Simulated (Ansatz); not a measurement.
# C2H2FSi: the cost of one run

Program: Ansatz 0.2.0. Level of theory: UKS PBE0/cc-pVDZ. These are calculated values, not measurements.

### Step 1. Starting point

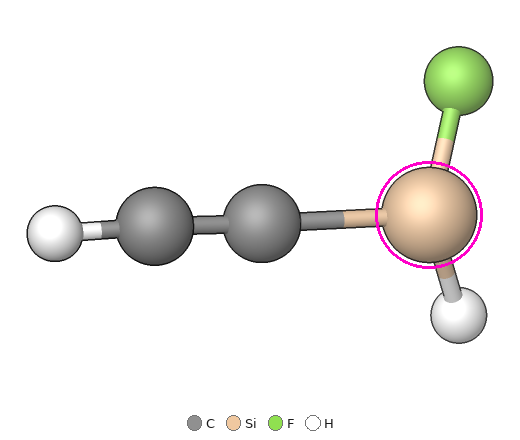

Start, viewed from a chosen angle; carbon grey, silicon light orange, fluorine green, hydrogen white. Ringed: Si3.

As a file:

```xyz
6

C     0.1611   -0.7167   -1.6032
C     0.1984   -0.2238   -0.5061
Si    0.3036    0.4798    1.2092
F    -0.4787   -0.4111    2.2057
H     0.0285   -1.0818   -2.6159
H    -0.1708    1.8895    1.2641
```

### Step 2. End point A

File input.yaml:

```yaml
crystal:
  periodic: [false, false, false]
  atoms:
    - { symbol: C, position_ang: [0.1611, -0.7167, -1.6032] }
    - { symbol: C, position_ang: [0.1984, -0.2238, -0.5061] }
    - { symbol: Si, position_ang: [0.3036, 0.4798, 1.2092] }
    - { symbol: F, position_ang: [-0.4787, -0.4111, 2.2057] }
    - { symbol: H, position_ang: [0.0285, -1.0818, -2.6159] }
    - { symbol: H, position_ang: [-0.1708, 1.8895, 1.2641] }
magnetization:
  spin_polarized: true
  initial_magnetization: 1
basis:
  gaussian: { orbitals: cc-pVDZ }
hamiltonian:
  xc: pbe0
relax:
  f_tol: 0.015
  max_steps: 40
```

Launch:

```bash
$ ansatz run input.yaml --threads 1 --pin off --max-ram 2048MiB --backend cpu --events-out ev --progress --plain --runs-dir out
```

**Question.** How long does this run take on 1 thread of Arm Neoverse V1, shared host, and how much memory does it need?

About 36 s, with a peak of 0.16 GiB.
